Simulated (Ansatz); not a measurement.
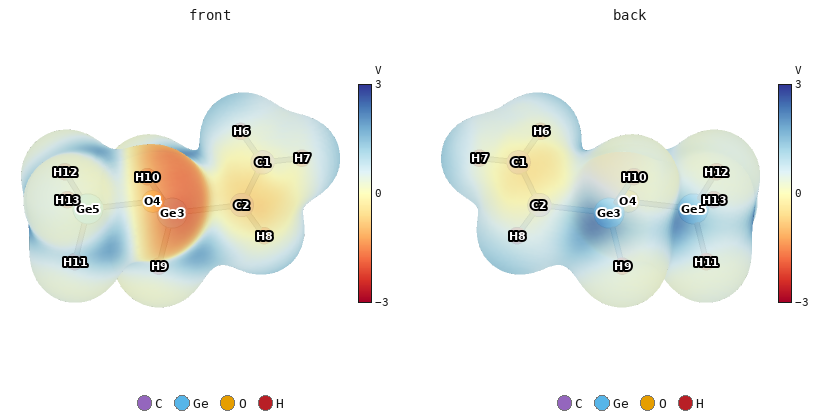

Figure. C2H8Ge2O (SMILES C=[CH][GeH2][O][GeH3]). The molecular electrostatic potential painted on the density surface at 0.004 e/bohr³, seen from the front and from behind; red is negative and blue positive.

Not at a stationary point (largest force 1.6 eV/Å).

Theory: SCF B3LYP, Gaussian basis (Ansatz 0.2.0).

| atom | x (Å) | y (Å) | z (Å) |
| --- | --- | --- | --- |
| C | 2.5635 | 0.7861 | 0.3429 |
| C | 1.9843 | -0.3974 | 0.1463 |
| Ge | 0.1454 | -0.5107 | -0.4040 |
| O | -0.8890 | 0.2687 | 0.8324 |
| Ge | -2.5571 | 0.1287 | 0.1971 |
| H | 2.0086 | 1.7074 | 0.1965 |
| H | 3.6019 | 0.8381 | 0.6535 |
| H | 2.5503 | -1.3109 | 0.2964 |
| H | -0.2466 | -2.0032 | -0.5556 |
| H | -0.0180 | 0.2153 | -1.7645 |
| H | -2.9311 | -1.3654 | 0.0157 |
| H | -2.6701 | 0.8688 | -1.1610 |
| H | -3.5421 | 0.7744 | 1.2045 |

Describe the electrostatic potential map.

Answer. The most negative region (about −1.7 V) lies over O4, the most positive (about +2.1 V) over Ge3 and Ge5. O4 is the likeliest acceptor of a hydrogen bond.
